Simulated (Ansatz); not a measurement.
The calculation's input:

```
crystal:
  lattice:
    - [1.6378004059, 0.9455845052, 9.5785752608]
    - [-1.6378004059, 0.9455845052, 9.5785752608]
    - [0.0, -1.8911690104, 9.5785752608]
  atoms:
    - { symbol: W, position: [0.6374447664, 0.6374447664, 0.6374447664] }
    - { symbol: W, position: [0.3625552336, 0.3625552336, 0.3625552336] }
    - { symbol: Cl, position: [0.9035559383, 0.9035559383, 0.9035559383] }
    - { symbol: Cl, position: [0.0964440617, 0.0964440617, 0.0964440617] }
basis:
  ecutwfc: 420
kpoints:
  mp_grid: { grid: [12, 12, 12] }
hamiltonian:
  xc: pbe
scf:
  occupations: { method: gaussian, width: 0.1 }
output:
  forces: true
  stress: true
  eigenvalues: true
  write_density: true
  write_potential: true
  elf: true
  volumetric_format: npy
relax:
  adjacent_minimum: "off"
  f_tol: 0.01
  max_steps: 80
  cell: { stress_tol: 0.05 }
```

Command:

```sh
ansatz run input.yaml --threads 1 --pin off --max-ram 2560MiB --backend cpu --events-out ev --progress --plain --runs-dir out
```

Below, planes, directions and counts refer to the conventional cell (a = 3.28 Å, b = 3.28 Å, c = 28.74 Å, α = 90.00°, β = 90.00°, γ = 120.00°).

The fields are those of the run's last geometry, not of the input's.

Space group R-3m; a generated structure, not necessarily the stable one.

All numbers below come from Ansatz 0.2.0, DFT PBE, scalar-relativistic, plane waves, PAW.

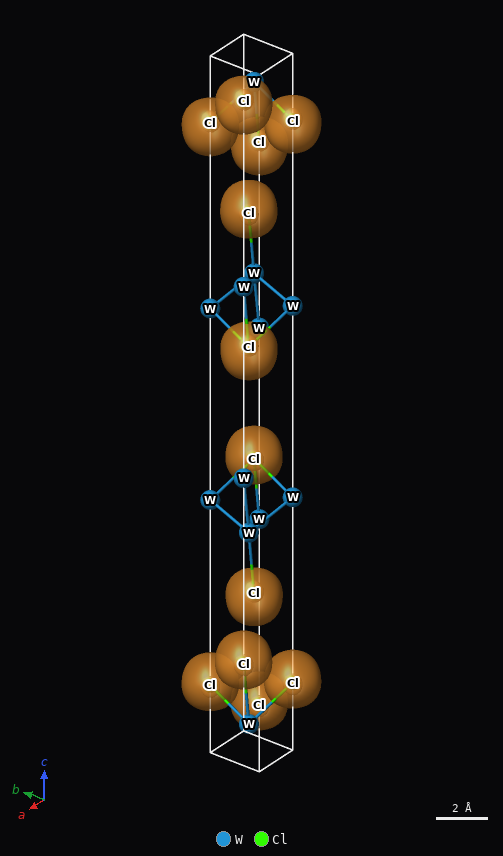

WCl. Isosurface of the electron localisation function at 0.7 (orange), seen at an oblique angle. Core shells and regions of very low density are left out. Sticks mark near contacts.

Core electrons are frozen (PAW), and the valence fields are smoothed inside the atomic spheres.

Describe the localisation domains.

At this value the surface marks out six regions wrapped around Cl (the valence shell of each), counted in one cell of 12 atoms. Any copies at cell faces, edges or corners count once.

Values along the shortest contacts:
W–W (2.53 Å): the ELF reaches about 0.50 near the midpoint. W–Cl (2.70 Å): the ELF peaks at about 0.85 in the valence shell of Cl, 0.8 Å from its nucleus, and drops to about 0.20 between the two atoms.
